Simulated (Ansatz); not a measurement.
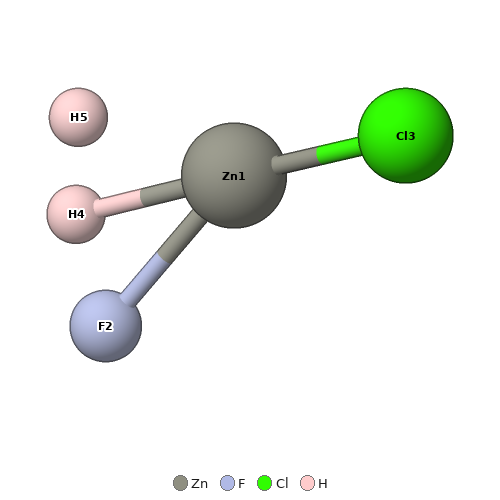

The system is the reacting system ClFH2Zn (fragments ClFZn + H₂ where the first distance is long, ClHZn + FH where the second is long); the picture shows the reference structure. The first coordinate is: distance F2–H4 (bond that forms); the second: distance H4–H5 (bond that breaks). Relaxed at each point: all other coordinates. The scan uses a 7 × 7 grid. Points are written as (first, second). Energies: eV, counted from a guessed transition structure relaxed with its forming and breaking bonds held. Energies and slopes of some neighbouring points disagree (a jump in structure or state, or too coarse a mesh). The reference is spin-restricted, so regions where a bond is pulled apart into radicals lie too high. Computed with Ansatz, RKS B3LYP-D4/def2-SVP.

Its coordinates:

```xyz
5

Zn   -0.1360   -0.5546   -0.3596
F     0.9701    0.4271    1.1702
Cl   -0.4353   -2.3721   -1.3884
H     0.1562    1.1113    0.5996
H    -0.5549    1.3882   -0.0218
```

Range: distance F2–H4 (bond that forms) from 0.819 to 2.319 Å; distance H4–H5 (bond that breaks) from 0.666 to 1.866 Å.

Q: What will the energy surface look like?

A: The lowest grid point is at (2.319 Å, 0.794 Å), −1.04 eV from a guessed transition structure relaxed with its forming and breaking bonds held. It lies on the edge of the grid, but the force there points inwards, so the minimum lies inside the range. The energy also falls towards the edge at (0.979 Å, 1.866 Å) (0.27 eV above the lowest), where a further well may lie outside the range. The highest grid point, (0.819 Å, 0.666 Å), lies 4.38 eV above the lowest.

| second ↓, first → | 0.819 | 0.979 | 1.199 | 1.450 | 1.723 | 2.013 | 2.319 |
| --- | --- | --- | --- | --- | --- | --- | --- |
| 1.866 | −0.29 | −0.77 | 0.14 | 1.36 | 2.23 | 2.55 | 1.59 |
| 1.621 | −0.21 | −0.75 | 0.02 | 1.04 | 1.72 | 2.06 | 1.66 |
| 1.389 | −0.05 | −0.67 | −0.11 | 0.63 | 1.04 | 1.22 | 1.29 |
| 1.171 | 0.19 | −0.48 | −0.22 | 0.12 | 0.23 | 0.27 | 0.31 |
| 0.970 | 0.75 | −0.03 | −0.22 | −0.38 | −0.53 | −0.58 | −0.58 |
| 0.794 | 1.83 | 0.86 | 0.11 | −0.55 | −0.90 | −1.02 | −1.04 |
| 0.666 | 3.34 | 2.16 | 0.86 | −0.20 | −0.66 | −0.81 | −0.85 |

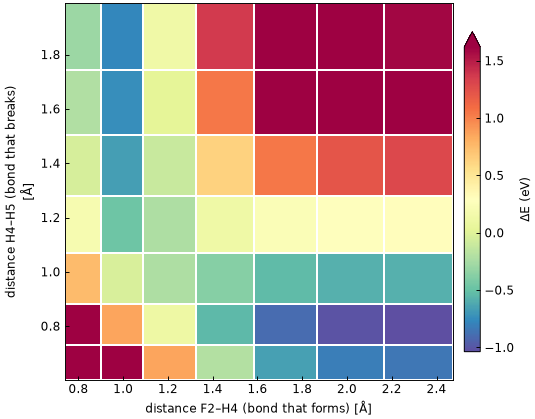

In the figure: one coloured cell a grid point, one colour for all values above the top of the scale.

Time for the 49 points that were run: 18 min on 1 thread of Arm Neoverse V1, with other jobs on the host.
